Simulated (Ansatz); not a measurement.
# CHFO (formyl fluoride) at 6 levels

We compute a comparison of 6 runs (PBE0/STO-3G, UPBE0/STO-3G, wB97X/STO-3G, MP2/STO-3G, UMP2/STO-3G, CCSDT/STO-3G) of CHFO (formyl fluoride). 

The calculation is run with Ansatz 0.2.0.

73 further runs of the same task are left out: 73 set aside as unsound or not needed.

## 1. The system as given

CHFO has 4 atoms, charge 0, and is taken as a singlet. As SMILES, `O=CF`. The H4–C2 distance was set to 1.647 Å, away from the relaxed value. At this shape a bond of the SMILES string is far longer than usual.

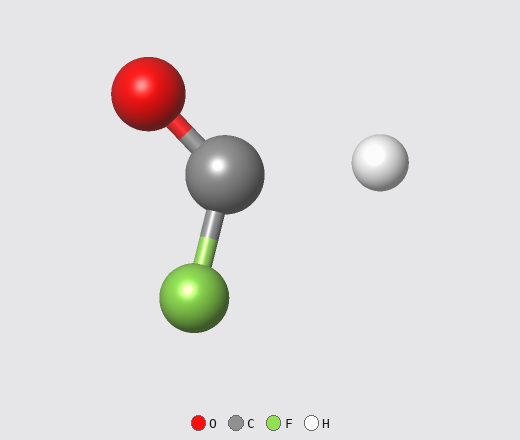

Viewed from a chosen angle; oxygen red, carbon grey, fluorine green, hydrogen white.

## 2. The energy at PBE0/STO-3G (run 1)

Contents of in.yaml:

```yaml
crystal:
  periodic: [false, false, false]
  atoms:
    - {symbol: O, position_ang: [-1.092067, -0.178050, 1.177211]}
    - {symbol: C, position_ang: [-0.252127, -0.300730, 0.370161]}
    - {symbol: F, position_ang: [0.381983, -1.464930, 0.165881]}
    - {symbol: H, position_ang: [0.355050, 0.821510, -0.671560]}
basis:
  gaussian: {orbitals: STO-3G}
hamiltonian: {xc: pbe0}
accuracy: high
```

Command:

```console
$ ansatz run in.yaml --threads 1 --pin off --max-ram 2610MiB --events-out events.jsonl --progress --plain --runs-dir runs
```

Log:

```text
Warning: RAYON_NUM_THREADS=1 ignored (pool sized by the plan → 1); use --threads N
Functional definition: PBE0
  name "PBE0"
  parameter a = 0.25
  parameter kappa = 0.804
  parameter beta = 0.06672455060314922
  exchange = (1 - a)*pbe_x(kappa = kappa, mu = beta*pi^2/3) + a*exact_x
  correlation = pbe_c(beta = beta)
273 factors; integrals over basis functions are off by at most 3.4e-8 eV
mean field evaluation 1: about -5725.5538 eV, gradient 3.0e1 eV
mean field evaluation 2: about -5718.9274 eV, gradient 6.3e1 eV
mean field evaluation 4: about -5728.1160 eV, gradient 1.9e0 eV
mean field evaluation 8: about -5728.0970 eV, gradient 2.7e-2 eV
mean field evaluation 16: about -5728.0970 eV, gradient 2.2e-8 eV
mean field -5728.09696073 eV, -210.5036806634 hartree, gradient 4.4e-8 eV, S^2 0.000000; 0 other end points of the search recorded, 0 dependent functions left out
reference -5728.09696158 eV, -210.5036806947 hartree; 12, 12 occupied and 4, 4 virtual orbitals, 273 factors
Total energy: -5728.09696158 eV, -210.5036806947 hartree
```

It took 0.79 s on 1 thread of Arm Neoverse V1, shared host.

## 3. The energy at UPBE0/STO-3G (run 2)

Contents of job.yaml:

```yaml
crystal:
  periodic: [false, false, false]
  atoms:
    - {symbol: O, position_ang: [-1.092067, -0.178050, 1.177211]}
    - {symbol: C, position_ang: [-0.252127, -0.300730, 0.370161]}
    - {symbol: F, position_ang: [0.381983, -1.464930, 0.165881]}
    - {symbol: H, position_ang: [0.355050, 0.821510, -0.671560]}
basis:
  gaussian:
    orbitals: STO-3G
magnetization:
  spin_polarized: true
hamiltonian:
  xc: pbe0
accuracy: high
```

Command:

```console
$ ansatz run job.yaml --threads 1 --pin off --max-ram 2610MiB --events-out events.jsonl --progress --plain --runs-dir runs
```

Log, shortened:

```text
Warning: RAYON_NUM_THREADS=1 ignored (pool sized by the plan → 1); use --threads N
[... 7 set-up lines as earlier in the session ...]
273 factors; integrals over basis functions are off by at most 3.4e-8 eV
mean field evaluation 1: about -5725.5538 eV, gradient 2.1e1 eV
mean field evaluation 2: about -5718.9274 eV, gradient 4.4e1 eV
mean field evaluation 4: about -5728.1161 eV, gradient 1.3e0 eV
mean field evaluation 8: about -5728.0970 eV, gradient 6.2e-3 eV
mean field evaluation 16: about -5728.0970 eV, gradient 3.1e-8 eV
mean field -5728.09696073 eV, -210.5036806634 hartree, gradient 3.1e-8 eV, S^2 0.000000; 0 other end points of the search recorded, 0 dependent functions left out
reference -5728.09696158 eV, -210.5036806947 hartree; 12, 12 occupied and 4, 4 virtual orbitals, 273 factors
Total energy: -5728.09696158 eV, -210.5036806947 hartree
```

It took 1.3 s on 1 thread of Arm Neoverse V1, shared host; peak memory 0.11 GiB.

## 4. A single-point energy at wB97X/STO-3G (run 3)

Contents of input.yaml:

```yaml
crystal:
  periodic: [false, false, false]
  atoms:
    - symbol: O
      position_ang: [-1.092067, -0.178050, 1.177211]
    - symbol: C
      position_ang: [-0.252127, -0.300730, 0.370161]
    - symbol: F
      position_ang: [0.381983, -1.464930, 0.165881]
    - symbol: H
      position_ang: [0.355050, 0.821510, -0.671560]
basis:
  gaussian:
    orbitals: STO-3G
hamiltonian:
  xc: {name: wB97X}
accuracy: high
```

Command:

```console
$ ansatz run input.yaml --threads 1 --pin off --max-ram 2610MiB --events-out events.jsonl --progress --plain --runs-dir runs
```

Log, shortened:

```text
Warning: RAYON_NUM_THREADS=1 ignored (pool sized by the plan → 1); use --threads N
Functional definition: wB97X
  name "wB97X"
[...]
      + exact_x_lr(omega)
[...]
      + integral(e_c_pw_opposite_spin*poly(b97_u_opposite, 1, cos1, cos2, cos3, cos4))
273 factors; integrals over basis functions are off by at most 3.4e-8 eV
121 factors; integrals over basis functions are off by at most 7.6e-10 eV
[...]
mean field -5732.39013160 eV, -210.6614517826 hartree, gradient 7.1e-8 eV, S^2 0.000000; 0 other end points of the search recorded, 0 dependent functions left out
reference -5732.39013060 eV, -210.6614517461 hartree; 12, 12 occupied and 4, 4 virtual orbitals, 273 factors
Total energy: -5732.39013060 eV, -210.6614517461 hartree
```

Wall time 3.6 s (1 thread of Arm Neoverse V1, shared host); peak memory 0.2 GiB.

Runs 4 to 5 aren't shown in full; the table further down has their settings and results.

## 5. The energy at CCSDT/STO-3G (run 6)

Contents of input.yaml:

```yaml
crystal:
  periodic: [false, false, false]
  atoms:
    - {symbol: O, position_ang: [-1.092067, -0.178050, 1.177211]}
    - {symbol: C, position_ang: [-0.252127, -0.300730, 0.370161]}
    - {symbol: F, position_ang: [0.381983, -1.464930, 0.165881]}
    - {symbol: H, position_ang: [0.355050, 0.821510, -0.671560]}
basis:
  gaussian: {orbitals: STO-3G}
correlation: {method: ccsdt, frozen_orbitals: {C: 1, F: 1, H: 0, O: 1}}
accuracy: high
scf: {omitted_lower_state_checks: [cluster_reference, increment]}
```

Command:

```console
$ ansatz run input.yaml --threads 1 --pin off --max-ram 2610MiB --events-out events.jsonl --progress --plain --runs-dir runs
```

Log:

```text
Warning: RAYON_NUM_THREADS=1 ignored (pool sized by the plan → 1); use --threads N
[... 11 lines left out ...]
3 core orbitals not correlated: weight in the atoms' cores, before any rotation towards them, 1.000 or more for the frozen orbitals, at most 0.000 for the correlated occupied ones
[... 31 lines left out ...]
Total energy: -5712.16324090 eV, -209.9181272596 hartree
Checks for a lower state left out: cluster_reference, increment
```

Run time: 0.34 s. Hardware: 1 thread of Arm Neoverse V1, shared host.

## 6. All runs side by side

| run | level | frozen core orbitals | energy (Eh) | wall time |
| --- | --- | --- | --- | --- |
| 1 | PBE0/STO-3G | – | -210.503681 | 0.79 s |
| 2 | UPBE0/STO-3G | – | -210.503681 | 1.3 s |
| 3 | wB97X/STO-3G | – | -210.661452 | 3.6 s |
| 4 | MP2/STO-3G | 3 | -209.875516 | 0.1 s |
| 5 | UMP2/STO-3G | 3 | -209.855512 | 0.16 s |
| 6 | CCSDT/STO-3G | 3 | -209.918127 | 0.34 s |

## 7. Summary of results

| quantity | value |
| --- | --- |
| run 6: total energy | -209.91813 Eh |
| run 6: correlation energy (3 core orbitals frozen) | -199.7 mEh |
| run 6: T1 diagnostic | 0.017 |

**Reading.** Totals of different functionals can't be ranked against each other. In runs 4, 6 the log says that unrestricted orbitals would lower the reference, so the values rest on an unstable closed-shell determinant (other closed-shell runs at this shape may share the fault). In runs 1, 2, 3, 4, 5, 6 the basis is minimal, so the values are rough. Spin contamination of the reference: run 5 ⟨S²⟩ = 0.38. All runs together took 6.3 s, the longest 3.6 s.
